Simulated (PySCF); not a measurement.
Input

```
{"job": {"kind": "uv", "xc": "PBE0", "basis": "def2-SVPD", "nstates": 8, "ntriplets": 3}, "charge": 0, "multiplicity": 1}
F      2.981488     1.060691    -1.359222
Si     3.411699    -0.043148    -0.267204
C      1.784591    -0.605953     0.512529
F      1.932975    -1.617961     1.421074
C      0.559066    -0.147858     0.282360
Si    -0.999632    -0.800408     1.120374
O     -2.241081     0.104333     0.609789
Si    -3.299263     0.992955    -0.231068
H      4.266513     0.654085     0.681178
H      4.055493    -1.112170    -1.013802
H      0.478017     0.649209    -0.442287
H     -0.945906    -0.615629     2.569159
H     -1.262535    -2.179385     0.709030
H     -2.934238     0.920752    -1.645468
H     -3.188434     2.355717     0.284479
H     -4.606352     0.393713     0.025152
```

Command:

```sh
OMP_NUM_THREADS=1 python probes_run.py task.json out
```

Geometry: GFN2-xTB.

Level of theory: PySCF, PBE0/def2-SVPD, SCF density, gas phase.

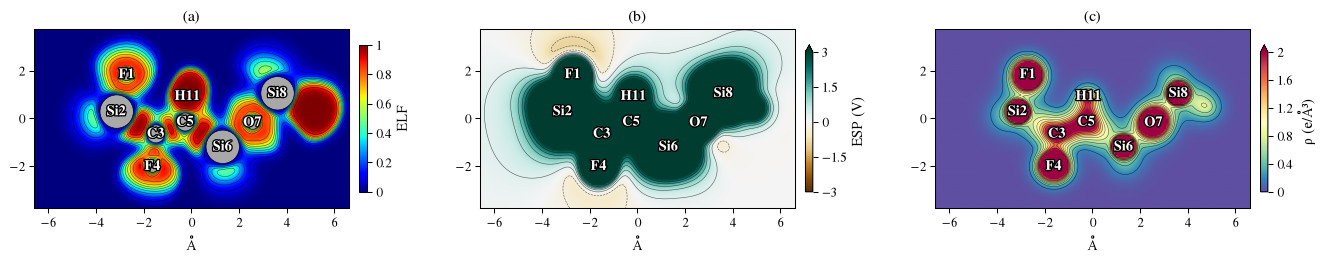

C2H8F2OSi3 (SMILES F[SiH2]/C(F)=C/[SiH2]O[SiH3]). (a) ELF; (b) molecular electrostatic potential; (c) electron density on the plane of atoms Si2, C3 and F4. Grey discs cover the atomic cores in the ELF map.

Question: What do the fields say about this system?

Answer: Atoms in the plane: F, Si, C, O and H. C–C (1.33 Å): ρ is about 2.3 e/Å³ halfway; the ELF peaks at about 0.90 between the atoms: a multiple bond. C–F (1.37 Å): ρ is about 2.1 e/Å³ halfway, with its minimum of 1.6 e/Å³ about 0.5 Å from C; the ELF peaks at about 0.85 between the atoms (a polar covalent bond). Si–F (1.61 Å): the density is about 1 e/Å³ at the midpoint; the ELF peaks at about 0.85 in the valence shell of F, 0.6 Å from its nucleus, and is about 0.45 at the midpoint. Si–O (1.62 Å): ρ is about 1.1 e/Å³ halfway; the ELF peaks at about 0.85 between the atoms (a short, strongly polar bond). C–Si (1.89 Å): ρ is about 0.93 e/Å³ halfway; the ELF peaks at about 1 between the atoms (a covalent bond). The ELF also peaks beside F4, O7 and F1, away from the bonds: lone-pair regions. Outside the dense part of the molecule the potential is most negative (−0.9 V) near F1.
